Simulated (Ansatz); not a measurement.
Geometry relaxation of SnH2Cl2O (part 2 of 2)

Continued. System: SnH2Cl2O. Method: RHF/def2-SVP (Ansatz 0.2.0). The run did not end well. The input holds or restrains some coordinates. It belongs to a series of runs on one base structure; here: pulled along the bonds that form and break, towards end B.

Geometry of the input (Å):
```
Sn 0.0000  0.0000  0.0000
H  1.0906  0.0000  1.6043
O  2.0665  0.0000  0.6288
H  2.3829  -0.9521  0.5121
Cl -1.1351  1.9666  -0.8025
Cl -1.1351  -1.9666  -0.8025
```

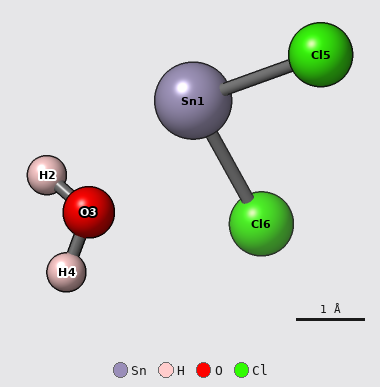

Figure 1. The geometry at step 13 of the log (ball-and-stick view, seen at a tilt; atoms are numbered from 1 in the order of the input).

```
Unfinished report: {"positions_ang":[[-1.048998481003981,0.3461937509455184,0.5036830793443494],[1.5162506271595293,-0.7166948998185954,1.505822473347744],[2.0290511172800003,-0.08587854399401627,0.9670969872806302],[2.296107667633699,-0.5988693442015104,0.20111845630707556],[-1.0418548158735559,1.8039024488170705,-1.3895390552544404],[-0.48075611519569184,-1.700753411748467,-0.6479819410253588]],"unchecked":["starts","cluster_reference","orbital_swaps","neighbouring_geometries","increment"],"mean_field":{"relativity":"none","state":{"energy":{"ev":-32875.18077986113,"hartree":-1208.1406100620175},"converged":true,"gradient_ev":0.000018966865009511252,"stability":{"kind":"minimum","curvature_ev":23.498000021798205},"curvature_floor_ev":0.00030000000000000003,"spin_squared":1.4210854715202004e-14},"others":[],"fillings":{"estimated":0,"unestimated":0,"tried":0,"untried":0,"excluded_magnetic_sites":0},"n_dropped_functions":0,"n_trapped_functions":0,"passes":{"evaluations":4,"products":23},"factors":{"origin":"Cholesky decomposition","count":962,"bound_ev":0.0005378158134837151},"gradient_stop_ev":0.00009,"reference_kind":"stationary","symmetry":{"irreps":["A"],"axes":[[0.9981926414877735,0.052070235425957505,0.030002350946999344],[-0.052835418961126764,0.9982826434921024,0.02530182217988038],[-0.028633354376736204,-0.0268412794982922,0.9992295415629138]],"occupied":[{"A":33},{"A":33}]},"held":{"pivots":960,"left_out":0,"joined":2},"density_repulsion":{"missed_ev":0.00001361086057527258,"excess_ev":0.0,"most_excess_ev":0.0001782,"are_drawn_again":false,"n_first_factors":962,"energy_change_ev":0.0,"n_dropped_ends":0}},"factors":{"origin":"Cholesky decomposition","count":962,"bound_ev":0.0005378158134837151},"n_frozen":0,"n_occupied":[33,33],"n_virtual":[53,53],"reference":{"ev":-32875.18077986113,"hartree":-1208.1406100620175},"total":{"ev":-32875.18077986113,"hartree":-1208.1406100620175},"forces_ev_per_angstrom":[[0.1376978675511108,0.09995179906467261,-0.08885817986841682],[1.19493838268365,0.814731476364844,-0.7970807962169565],[-1.1476401454767209,-1.253883571442575,0.32263609305604257],[-0.19764560784323235,0.36411951844744017,0.5174821104910341],[0.015620423521504173,-0.012612613948199635,0.010937610233369378],[-0.002970920436811335,-0.012306608484481028,0.03488316229812509]],"charge_distribution":{"dipole_moment_e_ang":[-0.10466764596046431,-0.19815164829874457,0.701520086667787],"mulliken_charges_e":[0.864300710873092,0.19642235244462203,-0.35227710623723496,0.2002387194316011,-0.4332382618516277,-0.4754464146604427],"lowdin_charges_e":[0.1816004862668379,-0.023542934534353632,0.09960942312188426,-0.02190255420707965,-0.10059325846785683,-0.13517116217941805]},"n_threads":1,"memory_gib":1.7045454550534487,"seconds":{"hamiltonian":1.481443172,"orbitals":0.0,"second_order":0.0,"solver_start":0.0,"cycles":0.0,"cycle":0.0,"perturbative":0.0,"full_ci_increment":0.0,"forces":0.0}}
this run last wrote the structure of step 25 to [file]
Error: geometry relaxation did not converge after 25 steps: max|allowed force component| = 1.25e0 eV/Å without the restraints, 6.51e-1 eV/Å with the forces of `relax.restrain` added, the figure compared with `relax.f_tol` (threshold 1.5e-1). Raise `relax.max_steps` over both its present limit and 25, loosen `relax.f_tol`, or start from a geometry closer to equilibrium; or lower a very stiff `relax.restrain[].k`, which can take fewer steps but ends farther from `at`. Where this run's directory can be resumed (`checkpoint.write`), a resume goes on for up to `relax.max_steps` more
```

## Trajectory as extended XYZ (Å, eV, eV/Å), 25 frames, from step=1 to step=25
```
6
Properties=species:S:1:pos:R:3:forces:R:3 step=1 energy=-32870.90468
Sn    0.0000    0.0000    0.0000   -2.6103   0.4305   1.4657
H     1.0906    0.0000    1.6043    1.6878  -0.1145  -1.7719
O     2.0665    0.0000    0.6288    0.5346  -2.6569   0.7417
H     2.3829   -0.9521    0.5121   -0.3248   2.4386   0.6285
Cl   -1.1351    1.9666   -0.8025    0.3557  -0.2848  -0.5138
Cl   -1.1351   -1.9666   -0.8025    0.3570   0.1870  -0.5502
6
Properties=species:S:1:pos:R:3:forces:R:3 step=2 energy=-32871.24690
Sn   -0.1634    0.0023   -0.1064   -0.1566   0.3066   2.2245
H     1.1930   -0.0007    1.6513    4.4668  -0.4207  -4.1063
O     2.1284   -0.0070    0.6949   -2.1735  -1.4486   3.4341
H     2.3839   -0.9463    0.5148   -0.3686   1.6439   0.9401
Cl   -1.1361    1.9688   -0.8071   -0.8803   1.3492  -1.2251
Cl   -1.1360   -1.9692   -0.8072   -0.8879  -1.4304  -1.2674
6
Properties=species:S:1:pos:R:3:forces:R:3 step=3 energy=-32872.08470
Sn   -0.3268    0.0050   -0.2074    1.9619   0.1000   2.8764
H     1.3415   -0.0072    1.6582    5.1234  -0.6460  -4.6868
O     2.1762   -0.0123    0.8060   -2.8734  -1.1046   4.0006
H     2.3793   -0.9369    0.5246   -0.6510   1.6377   1.2340
Cl   -1.1502    1.9886   -0.8204   -1.7907   2.8442  -1.7062
Cl   -1.1501   -1.9892   -0.8209   -1.7702  -2.8314  -1.7180
6
Properties=species:S:1:pos:R:3:forces:R:3 step=4 energy=-32873.31768
Sn   -0.4803    0.0077   -0.2877    2.6309  -0.0251   2.8983
H     1.5348   -0.0264    1.6439    1.9407  -0.6194  -1.8139
O     2.2381   -0.0233    0.9441   -0.5037  -0.8446   0.9243
H     2.3620   -0.9106    0.5532   -0.5487   1.4043   1.2326
Cl   -1.1928    2.0507   -0.8563   -1.7828   2.8756  -1.6274
Cl   -1.1919   -2.0503   -0.8569   -1.7365  -2.7909  -1.6139
6
Properties=species:S:1:pos:R:3:forces:R:3 step=5 energy=-32874.36730
Sn   -0.5231    0.0159   -0.2103    0.6547   0.0294   1.1901
H     1.6934   -0.0451    1.6931    0.7038  -0.2814  -0.5125
O     2.3713   -0.0407    1.0166   -0.1573   0.3043   0.3964
H     2.3805   -0.8929    0.6072   -0.0413  -0.0983   0.3062
Cl   -1.3304    2.1059   -0.9819   -0.5998   0.2726  -0.6956
Cl   -1.3219   -2.0953   -0.9846   -0.5600  -0.2266  -0.6847
6
Properties=species:S:1:pos:R:3:forces:R:3 step=6 energy=-32874.71412
Sn   -0.5457    0.0283   -0.0483   -0.4403   0.0499   0.0785
H     1.7911   -0.0567    1.7461    1.2607  -0.1032  -1.0905
O     2.4359   -0.0387    1.0165   -0.9914   0.1520   1.0348
H     2.4426   -0.9122    0.6556    0.1112  -0.1350   0.1716
Cl   -1.4370    2.0186   -1.1144    0.0132  -0.5073  -0.1028
Cl   -1.4170   -1.9914   -1.1153    0.0465   0.5436  -0.0916
6
Properties=species:S:1:pos:R:3:forces:R:3 step=7 energy=-32874.88153
Sn   -0.6421    0.0543    0.1138   -0.6928   0.0283  -0.5233
H     1.8461   -0.0711    1.7453    1.1951   0.1195  -1.1572
O     2.4265   -0.0295    0.9620   -0.8795  -1.7939   0.8391
H     2.5986   -0.9694    0.7548   -0.1182   1.6021   0.3621
Cl   -1.5040    1.8983   -1.2195    0.2305  -0.4316   0.2262
Cl   -1.4553   -1.8346   -1.2162    0.2650   0.4757   0.2531
6
Properties=species:S:1:pos:R:3:forces:R:3 step=8 energy=-32874.98479
Sn   -0.6858    0.0754    0.1462   -0.4957  -0.0167  -0.2881
H     1.8346   -0.0987    1.6985    0.7826   0.1771  -0.7365
O     2.3829   -0.0764    0.9050   -0.7478  -0.3643   0.9012
H     2.7527   -0.9499    0.8720    0.1205   0.1380  -0.1284
Cl   -1.5380    1.8413   -1.2447    0.1449  -0.0498   0.0957
Cl   -1.4766   -1.7438   -1.2368    0.1955   0.1157   0.1561
6
Properties=species:S:1:pos:R:3:forces:R:3 step=9 energy=-32875.04880
Sn   -0.8246    0.0602    0.2487   -0.2001  -0.0512  -0.1771
H     1.7781   -0.0830    1.6297    0.8985  -0.0541  -0.8892
O     2.2775   -0.1405    0.8030   -0.9469   0.1106   1.0071
H     2.8400   -0.8932    0.9074    0.0757  -0.0658  -0.0624
Cl   -1.4039    1.8597   -1.2239    0.0694  -0.0223   0.0249
Cl   -1.3973   -1.7552   -1.2247    0.1033   0.0829   0.0967
6
Properties=species:S:1:pos:R:3:forces:R:3 step=10 energy=-32875.06268
Sn   -0.8625    0.0441    0.2835   -0.1318  -0.0326  -0.1635
H     1.7612   -0.0870    1.6254    0.9103  -0.0498  -0.8999
O     2.2457   -0.1294    0.7888   -0.9441   0.0691   1.0204
H     2.8290   -0.8696    0.8752    0.0282  -0.0261  -0.0558
Cl   -1.3286    1.8526   -1.2157    0.0543  -0.0177   0.0222
Cl   -1.3750   -1.7627   -1.2170    0.0831   0.0571   0.0767
6
Properties=species:S:1:pos:R:3:forces:R:3 step=11 energy=-32875.07558
Sn   -0.9162    0.0191    0.3489   -0.0286   0.1338  -0.1710
H     1.7327   -0.1147    1.6524    1.0595   0.0778  -1.1415
O     2.1970   -0.0450    0.7999   -0.7683  -0.6994   1.1665
H     2.7093   -0.8517    0.7217   -0.3568   0.5812   0.0485
Cl   -1.1623    1.8312   -1.2045    0.0308  -0.0904   0.0797
Cl   -1.2906   -1.7911   -1.1782    0.0634  -0.0030   0.0179
6
Properties=species:S:1:pos:R:3:forces:R:3 step=12 energy=-32874.95207 accepted=F
Sn   -1.0168    0.0662    0.3905    0.0636   0.0135  -0.5708
H     1.6854   -0.1373    1.5759    0.9229   0.0178  -1.0875
O     2.1178   -0.1533    0.7057    1.3361  -2.0113   1.7630
H     2.8723   -0.8147    0.8294   -2.3503   2.0195  -0.5328
Cl   -1.1717    1.8683   -1.2106    0.0154  -0.2393   0.2291
Cl   -1.2172   -1.7813   -1.1507    0.0123   0.1998   0.1990
6
Properties=species:S:1:pos:R:3:forces:R:3 step=13 energy=-32875.09610
Sn   -0.9749    0.0443    0.3826    0.0740   0.0886  -0.0914
H     1.6980   -0.1501    1.6259    0.9797   0.0820  -1.0023
O     2.1424   -0.0646    0.7681   -0.9064  -0.3029   1.1203
H     2.7125   -0.8228    0.6979   -0.1733   0.1942  -0.0116
Cl   -1.1071    1.8328   -1.1993   -0.0022  -0.0210   0.0086
Cl   -1.2010   -1.7916   -1.1350    0.0282  -0.0409  -0.0236
6
Properties=species:S:1:pos:R:3:forces:R:3 step=14 energy=-32875.09842
Sn   -1.0097    0.0645    0.4156    0.1235   0.0974  -0.1542
H     1.6749   -0.1958    1.6293    1.0619   0.1781  -1.1413
O     2.1107   -0.0417    0.7730   -0.9096  -0.5523   1.2202
H     2.6580   -0.8086    0.6210   -0.2776   0.3340   0.0447
Cl   -1.0495    1.8214   -1.2056   -0.0206  -0.0151   0.0287
Cl   -1.1146   -1.7920   -1.0931    0.0224  -0.0422   0.0018
6
Properties=species:S:1:pos:R:3:forces:R:3 step=15 energy=-32875.10739
Sn   -1.0147    0.1046    0.4196    0.1292   0.0417  -0.1055
H     1.6547   -0.2623    1.6379    1.0803   0.3156  -1.1144
O     2.1008   -0.0142    0.8087   -0.9206  -0.8942   1.0664
H     2.5536   -0.8069    0.5186   -0.3029   0.5108   0.1580
Cl   -1.0293    1.8438   -1.2183   -0.0221  -0.0483  -0.0241
Cl   -0.9954   -1.8171   -1.0262    0.0360   0.0744   0.0196
6
Properties=species:S:1:pos:R:3:forces:R:3 step=16 energy=-32875.08959 accepted=F
Sn   -1.0198    0.1717    0.4801    0.1634  -0.0113  -0.4789
H     1.6447   -0.3667    1.6581    1.2028   0.5600  -1.2679
O     2.0939   -0.0027    0.8676   -0.8452  -1.9707   0.5922
H     2.4182   -0.7891    0.3858   -0.5283   1.3150   0.7646
Cl   -1.0313    1.7943   -1.2820   -0.0266  -0.0105   0.1487
Cl   -0.8359   -1.7596   -0.9694    0.0340   0.1175   0.2413
6
Properties=species:S:1:pos:R:3:forces:R:3 step=17 energy=-32875.12408
Sn   -1.0097    0.1448    0.4299    0.1219   0.0501  -0.1146
H     1.6461   -0.3122    1.6376    1.0050   0.3021  -0.9168
O     2.1027   -0.0242    0.8321   -1.0546  -0.5440   0.9711
H     2.5069   -0.8085    0.4776   -0.0966   0.1715   0.0463
Cl   -1.0627    1.8431   -1.2490   -0.0124  -0.0322  -0.0137
Cl   -0.9135   -1.7952   -0.9881    0.0366   0.0526   0.0277
6
Properties=species:S:1:pos:R:3:forces:R:3 step=18 energy=-32875.13429
Sn   -1.0200    0.1907    0.4420    0.1386   0.0430  -0.1571
H     1.6252   -0.3816    1.6259    1.0088   0.3546  -0.8809
O     2.0879   -0.0384    0.8461   -1.0799  -0.5203   0.9743
H     2.4998   -0.7948    0.4463   -0.0841   0.1028   0.0088
Cl   -1.0889    1.8445   -1.2818   -0.0071  -0.0333   0.0082
Cl   -0.8342   -1.7725   -0.9383    0.0237   0.0533   0.0467
6
Properties=species:S:1:pos:R:3:forces:R:3 step=19 energy=-32875.12642 accepted=F
Sn   -1.0007    0.2467    0.4435    0.0907   0.0915  -0.0883
H     1.6109   -0.4947    1.6331    1.2208   0.7060  -1.1041
O     2.0958   -0.0364    0.9173   -1.0290  -1.6993   0.4840
H     2.4024   -0.7530    0.3411   -0.3567   0.8979   0.6679
Cl   -1.1116    1.8460   -1.3316    0.0189  -0.0613   0.0094
Cl   -0.7269   -1.7606   -0.8631    0.0552   0.0652   0.0311
6
Properties=species:S:1:pos:R:3:forces:R:3 step=20 energy=-32875.14127
Sn   -1.0091    0.2178    0.4428    0.1121   0.0799  -0.1093
H     1.6195   -0.4356    1.6303    1.0512   0.4472  -0.9022
O     2.0934   -0.0382    0.8817   -1.0916  -0.7512   0.8666
H     2.4512   -0.7751    0.3958   -0.1182   0.2251   0.1118
Cl   -1.1022    1.8434   -1.3070    0.0049  -0.0374   0.0044
Cl   -0.7830   -1.7643   -0.9035    0.0415   0.0364   0.0286
6
Properties=species:S:1:pos:R:3:forces:R:3 step=21 energy=-32875.14833
Sn   -1.0144    0.2467    0.4642    0.1208   0.0881  -0.1711
H     1.6060   -0.4846    1.6202    1.0675   0.4939  -0.8845
O     2.0853   -0.0464    0.8979   -1.1244  -0.7689   0.8506
H     2.4215   -0.7562    0.3598   -0.1054   0.1946   0.1070
Cl   -1.1041    1.8227   -1.3306    0.0014   0.0001   0.0369
Cl   -0.7246   -1.7343   -0.8713    0.0402  -0.0079   0.0610
6
Properties=species:S:1:pos:R:3:forces:R:3 step=22 energy=-32875.15644
Sn   -1.0152    0.2759    0.4474    0.0980   0.0898   0.0261
H     1.5807   -0.5441    1.5985    1.0984   0.5657  -0.8615
O     2.0747   -0.0575    0.9172   -1.1638  -0.8455   0.7750
H     2.3822   -0.7284    0.3151   -0.0975   0.1942   0.1419
Cl   -1.1075    1.8552   -1.3406    0.0226  -0.0449  -0.0591
Cl   -0.6451   -1.7532   -0.7975    0.0423   0.0408  -0.0224
6
Properties=species:S:1:pos:R:3:forces:R:3 step=23 energy=-32875.16683
Sn   -1.0361    0.3263    0.4821    0.1462   0.0426  -0.0965
H     1.5459   -0.6447    1.5612    1.2361   0.7955  -0.9763
O     2.0474   -0.0768    0.9434   -1.1787  -1.3269   0.5023
H     2.3091   -0.6716    0.2353   -0.2220   0.4579   0.5250
Cl   -1.0816    1.8300   -1.3740    0.0203  -0.0357  -0.0024
Cl   -0.5149   -1.7152   -0.7079   -0.0019   0.0665   0.0478
6
Properties=species:S:1:pos:R:3:forces:R:3 step=24 energy=-32875.13008 accepted=F
Sn   -1.0152    0.3563    0.5006    0.0378   0.1604   0.0154
H     1.5244   -0.7796    1.5007    1.4812   1.2438  -0.9459
O     2.0513   -0.0931    1.0268   -1.3479  -2.1074  -0.7522
H     2.2364   -0.5092    0.1555   -0.2767   0.7391   1.6654
Cl   -1.0258    1.7873   -1.4136    0.0412  -0.0136  -0.0012
Cl   -0.5011   -1.7138   -0.6298    0.0644  -0.0223   0.0185
6
Properties=species:S:1:pos:R:3:forces:R:3 step=25 energy=-32875.18078
Sn   -1.0490    0.3462    0.5037    0.1377   0.1000  -0.0889
H     1.5163   -0.7167    1.5058    1.1949   0.8147  -0.7971
O     2.0291   -0.0859    0.9671   -1.1476  -1.2539   0.3226
H     2.2961   -0.5989    0.2011   -0.1976   0.3641   0.5175
Cl   -1.0419    1.8039   -1.3895    0.0156  -0.0126   0.0109
Cl   -0.4808   -1.7008   -0.6480   -0.0030  -0.0123   0.0349
```

## What the run reported

```csv
quantity,value
outcome,not converged
hardware,"1 thread of Arm Neoverse V2, 24 GiB of memory available, shared host"
wall time,43 s
peak memory,0.18 GiB
```

The run did not converge: “geometry relaxation did not converge after 25 steps: max|allowed force component| = 1.25e0 eV/Å without the restraints, 6.51e-1 eV/Å with the forces of `relax.restrain` added, the figure compared with `relax.f_tol` (threshold 1.5e-1). Raise `relax.max_steps` over both its present limit and 25, loosen `relax.f_tol`, or start from a geometry closer to equilibrium …” Its last values are not results.
